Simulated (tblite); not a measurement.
**Geometry relaxation, with input and output: C$_{4}$H$_{9}$FOSi$_{2}$ (part 3 of 3)**

The same run, continued: C$_{4}$H$_{9}$FOSi$_{2}$; GFN2-xTB geometry optimisation, gas phase (tblite 0.8.0). It belongs to a series of runs on one base structure; here: H on Si replaced by CH2SiH3.

Trajectory as extended XYZ, continued
```
17
Properties=species:S:1:pos:R:3:forces:R:3 step=116 energy=-689.67902
O     4.7944    0.2084   -0.5195    0.0140   0.0030  -0.0120
C     3.8098    0.1127    0.1698   -0.0120   0.0030   0.0140
C     2.4838   -0.2413   -0.3264    0.0080   0.0080  -0.0010
C     1.3923   -0.3479    0.4379   -0.0060  -0.0120   0.0130
F     1.5051   -0.1040    1.7616    0.0020  -0.0030   0.0080
Si   -0.3802   -0.8116   -0.0889    0.0000   0.0020  -0.0040
C    -1.4883    0.6750    0.2956    0.0030   0.0010   0.0020
Si   -3.3510    0.3743    0.0324    0.0040   0.0050  -0.0040
H     3.8542    0.2899    1.2606    0.0010   0.0040  -0.0060
H     2.3922   -0.4324   -1.3841   -0.0040  -0.0060   0.0010
H    -0.3075   -1.1340   -1.5134   -0.0160   0.0000  -0.0070
H    -0.7481   -1.9751    0.7206    0.0130  -0.0120  -0.0020
H    -1.1770    1.5255   -0.3130   -0.0070   0.0000   0.0070
H    -1.3284    0.9718    1.3333    0.0030   0.0040  -0.0010
H    -3.7640   -0.7988    0.8034   -0.0040   0.0080  -0.0030
H    -3.6000    0.1468   -1.3912    0.0010  -0.0090  -0.0020
H    -4.0944    1.5526    0.4843    0.0000   0.0030  -0.0020
17
Properties=species:S:1:pos:R:3:forces:R:3 step=122 energy=-689.67947
O     4.7856    0.2354   -0.5170   -0.0050   0.0020   0.0000
C     3.8022    0.1252    0.1722    0.0040  -0.0030   0.0060
C     2.4794   -0.2399   -0.3247    0.0050  -0.0060   0.0010
C     1.3910   -0.3645    0.4413   -0.0060   0.0040   0.0190
F     1.5044   -0.1342    1.7683   -0.0020  -0.0030  -0.0260
Si   -0.3818   -0.8222   -0.0901    0.0000  -0.0090   0.0020
C    -1.4807    0.6731    0.2900    0.0000  -0.0060   0.0060
Si   -3.3459    0.3814    0.0342   -0.0020   0.0030  -0.0050
H     3.8448    0.2981    1.2642    0.0020   0.0020  -0.0180
H     2.3862   -0.4277   -1.3834    0.0040   0.0120   0.0140
H    -0.3180   -1.1466   -1.5151   -0.0030   0.0070   0.0010
H    -0.7442   -1.9898    0.7170   -0.0040   0.0060  -0.0010
H    -1.1683    1.5192   -0.3242    0.0010  -0.0080  -0.0020
H    -1.3160    0.9771    1.3247    0.0030  -0.0050   0.0080
H    -3.7634   -0.7868    0.8104   -0.0020   0.0110   0.0000
H    -3.6012    0.1477   -1.3875    0.0030  -0.0050   0.0000
H    -4.0809    1.5664    0.4829    0.0020  -0.0020  -0.0040
17
Properties=species:S:1:pos:R:3:forces:R:3 step=127 energy=-689.67968
O     4.7819    0.2476   -0.5202   -0.0140  -0.0020   0.0100
C     3.8018    0.1266    0.1724    0.0080   0.0040  -0.0120
C     2.4776   -0.2340   -0.3238   -0.0090   0.0080   0.0000
C     1.3909   -0.3696    0.4431    0.0150  -0.0030  -0.0150
F     1.5078   -0.1582    1.7720   -0.0010   0.0000   0.0040
Si   -0.3823   -0.8259   -0.0875   -0.0040   0.0070   0.0050
C    -1.4789    0.6720    0.2893    0.0000   0.0030  -0.0010
Si   -3.3440    0.3832    0.0312   -0.0010  -0.0030   0.0050
H     3.8485    0.2867    1.2654    0.0060   0.0010   0.0010
H     2.3812   -0.4024   -1.3851    0.0000  -0.0030   0.0030
H    -0.3269   -1.1537   -1.5118    0.0060   0.0050   0.0000
H    -0.7435   -1.9880    0.7264   -0.0090  -0.0100   0.0040
H    -1.1668    1.5140   -0.3308    0.0090  -0.0030   0.0080
H    -1.3131    0.9811    1.3228   -0.0010  -0.0080  -0.0090
H    -3.7659   -0.7774    0.8149   -0.0060  -0.0030   0.0070
H    -3.5990    0.1381   -1.3883    0.0050  -0.0010  -0.0040
H    -4.0763    1.5720    0.4731   -0.0030   0.0080  -0.0060
17
Properties=species:S:1:pos:R:3:forces:R:3 step=132 energy=-689.67997
O     4.7676    0.2849   -0.5249    0.0050   0.0000   0.0000
C     3.7947    0.1389    0.1725   -0.0010   0.0070   0.0040
C     2.4705   -0.2235   -0.3222    0.0000   0.0070  -0.0030
C     1.3910   -0.3898    0.4483   -0.0100   0.0080   0.0170
F     1.5150   -0.2087    1.7817    0.0010  -0.0050  -0.0110
Si   -0.3846   -0.8403   -0.0806    0.0050  -0.0110  -0.0010
C    -1.4722    0.6674    0.2818   -0.0010  -0.0050   0.0000
Si   -3.3404    0.3893    0.0301    0.0010   0.0040  -0.0030
H     3.8492    0.2764    1.2687   -0.0010  -0.0050  -0.0100
H     2.3680   -0.3664   -1.3866    0.0010  -0.0070  -0.0010
H    -0.3288   -1.1659   -1.5055    0.0050  -0.0070   0.0010
H    -0.7519   -1.9994    0.7360   -0.0060   0.0060  -0.0060
H    -1.1509    1.4981   -0.3485   -0.0070   0.0080   0.0030
H    -1.3028    0.9878    1.3106   -0.0020  -0.0030   0.0110
H    -3.7703   -0.7570    0.8319    0.0000   0.0070  -0.0070
H    -3.5971    0.1306   -1.3876    0.0040  -0.0040   0.0150
H    -4.0641    1.5893    0.4573    0.0040   0.0000  -0.0090
17
Properties=species:S:1:pos:R:3:forces:R:3 step=137 energy=-689.68020
O     4.7576    0.3073   -0.5337    0.0100   0.0070  -0.0130
C     3.7914    0.1449    0.1691   -0.0150  -0.0120   0.0000
C     2.4627   -0.2077   -0.3212    0.0070  -0.0050  -0.0050
C     1.3902   -0.3984    0.4537    0.0020  -0.0130  -0.0160
F     1.5240   -0.2519    1.7892    0.0050   0.0100   0.0260
Si   -0.3867   -0.8460   -0.0730    0.0010   0.0090  -0.0040
C    -1.4674    0.6685    0.2821    0.0040   0.0020   0.0060
Si   -3.3344    0.3916    0.0268   -0.0020   0.0010   0.0050
H     3.8577    0.2533    1.2670   -0.0060   0.0050   0.0150
H     2.3530   -0.3296   -1.3874   -0.0060   0.0050  -0.0090
H    -0.3350   -1.1746   -1.4973    0.0090  -0.0120   0.0000
H    -0.7632   -1.9977    0.7488    0.0010  -0.0020  -0.0040
H    -1.1442    1.4943   -0.3536   -0.0010   0.0070   0.0110
H    -1.2984    0.9941    1.3096   -0.0030  -0.0040  -0.0010
H    -3.7707   -0.7427    0.8402   -0.0060  -0.0050   0.0110
H    -3.5828    0.1092   -1.3861   -0.0020  -0.0060  -0.0200
H    -4.0608    1.5976    0.4290    0.0010   0.0120  -0.0010
17
Properties=species:S:1:pos:R:3:forces:R:3 step=143 energy=-689.68073
O     4.7366    0.3640   -0.5428   -0.0080   0.0010  -0.0020
C     3.7819    0.1607    0.1656    0.0070   0.0100  -0.0020
C     2.4495   -0.1824   -0.3202    0.0090  -0.0170   0.0000
C     1.3932   -0.4241    0.4627   -0.0070   0.0060   0.0080
F     1.5477   -0.3337    1.8015   -0.0050  -0.0030  -0.0030
Si   -0.3862   -0.8648   -0.0626   -0.0080   0.0060   0.0020
C    -1.4599    0.6589    0.2764   -0.0080   0.0060  -0.0010
Si   -3.3308    0.4016    0.0218    0.0000  -0.0130  -0.0110
H     3.8627    0.2220    1.2664   -0.0030  -0.0010   0.0070
H     2.3227   -0.2561   -1.3888   -0.0020   0.0010  -0.0140
H    -0.3285   -1.2088   -1.4830    0.0030  -0.0030  -0.0040
H    -0.7740   -2.0082    0.7651    0.0040  -0.0010   0.0020
H    -1.1306    1.4780   -0.3650    0.0070   0.0010   0.0030
H    -1.2902    0.9936    1.3006    0.0000  -0.0060   0.0110
H    -3.7904   -0.7025    0.8658    0.0050   0.0200   0.0000
H    -3.5772    0.0781   -1.3845    0.0010   0.0070   0.0110
H    -4.0335    1.6355    0.3842    0.0040  -0.0150  -0.0070
17
Properties=species:S:1:pos:R:3:forces:R:3 step=148 energy=-689.68103
O     4.7210    0.4023   -0.5461   -0.0070   0.0040   0.0010
C     3.7736    0.1728    0.1640   -0.0010  -0.0050  -0.0010
C     2.4415   -0.1747   -0.3203   -0.0070   0.0030   0.0010
C     1.3930   -0.4421    0.4650   -0.0010  -0.0030   0.0000
F     1.5577   -0.3859    1.8045   -0.0020   0.0030  -0.0010
Si   -0.3894   -0.8751   -0.0571    0.0040  -0.0040  -0.0050
C    -1.4523    0.6575    0.2771    0.0020  -0.0070  -0.0030
Si   -3.3231    0.4065    0.0178    0.0030   0.0060  -0.0020
H     3.8602    0.2113    1.2657    0.0020   0.0000  -0.0010
H     2.3053   -0.2210   -1.3896    0.0050  -0.0040  -0.0010
H    -0.3324   -1.2262   -1.4763   -0.0010   0.0040   0.0000
H    -0.7847   -2.0153    0.7718    0.0060   0.0070   0.0030
H    -1.1166    1.4720   -0.3667    0.0050   0.0010   0.0060
H    -1.2815    0.9934    1.3010   -0.0070  -0.0050   0.0020
H    -3.7943   -0.6745    0.8834    0.0020   0.0020   0.0020
H    -3.5651    0.0607   -1.3831    0.0000  -0.0030   0.0000
H    -4.0201    1.6506    0.3522   -0.0020   0.0010  -0.0010
```

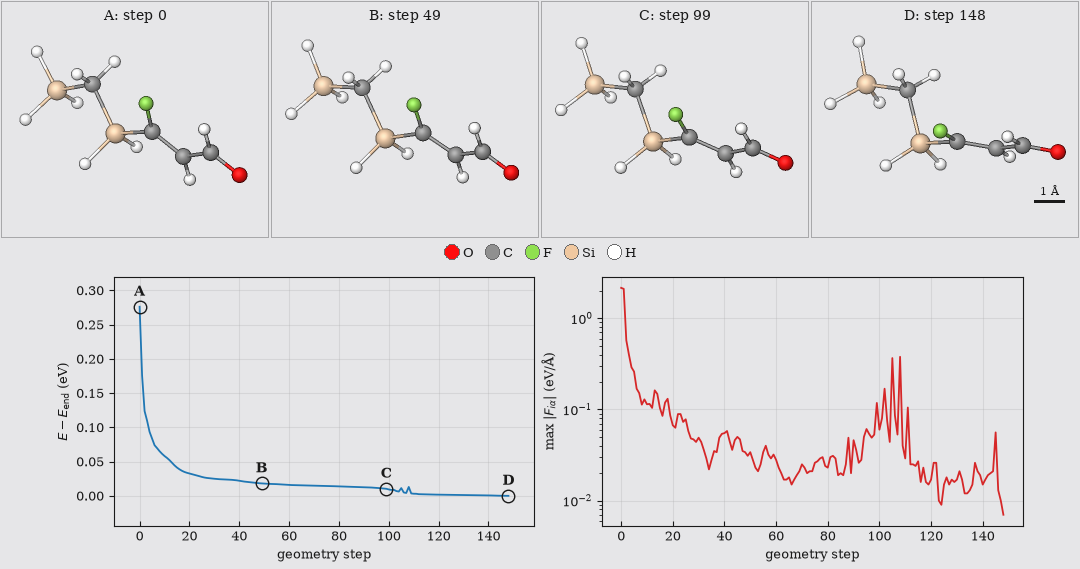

Frames of the relaxation (ball-and-stick view, seen at a tilt) above the curves, on which the letters mark them (steps are counted from 0).

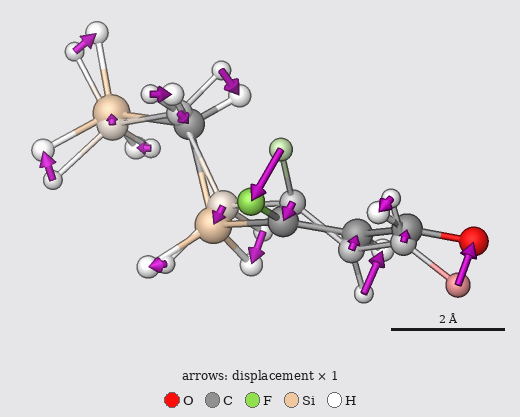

Start (faint) and end (solid) with the displacements as pink arrows, at true length (ball-and-stick view, seen at a tilt). The two geometries are laid on each other by the best rigid fit. F5 moves most after the best rigid fit: 1.11 Å. Largest moves by element: F 1.11 Å, H 0.88 Å, O 0.84 Å, C 0.39 Å, Si 0.38 Å. Among the contacts that change: C7–Si8 1.835 → 1.905 Å, C4–Si6 1.851 → 1.907 Å, Si6–C7 1.848 → 1.895 Å, O1–C2 1.234 → 1.206 Å. Among the angles that change: Si6–C7–Si8 106.2° → 114.8°, C4–C3–H10 122.9° → 118.3°, H11–Si6–H12 107.8° → 111.9°. Over 148 geometry steps the energy falls by 0.276 eV. Largest force component: 2.2 eV/Å at the start, 0.007 eV/Å at the end. (Atoms are counted from 1 in the order of the input.)

This output came from the following input.

Input file
```
{"job": {"kind": "relax", "xc": "GFN2-xTB", "basis": "xTB"}, "charge": 0, "multiplicity": 1}
O      4.805800    -0.423200    -0.469200
C      3.794200    -0.064000     0.139000
C      2.462000    -0.467600    -0.298800
C      1.369900    -0.060100     0.370100
F      1.527800     0.698200     1.490700
Si    -0.367700    -0.500900    -0.090500
C     -1.557200     0.772500     0.525700
Si    -3.224300     0.213200     0.001100
H      3.862600     0.549200     1.059000
H      2.410400    -1.078600    -1.190700
H     -0.429900    -0.608700    -1.570300
H     -0.676400    -1.842200     0.477000
H     -1.331900     1.756500     0.123600
H     -1.501000     0.854400     1.616700
H     -3.576000    -1.101700     0.588300
H     -3.328800     0.126300    -1.470100
H     -4.246400     1.188800     0.461600
```

The first line tells a small driver script what to run in tblite; the rest is the geometry in Å.

Launched with:
```bash
OMP_NUM_THREADS=1 python <driver script> task.json out
```

Results in brief

| quantity | value |
| --- | --- |
| outcome | converged |
| total energy | −689.6810 eV |
| hardware | 1 CPU thread, shared host |
| wall time | 2 s |
| peak memory | 0.18 GiB |
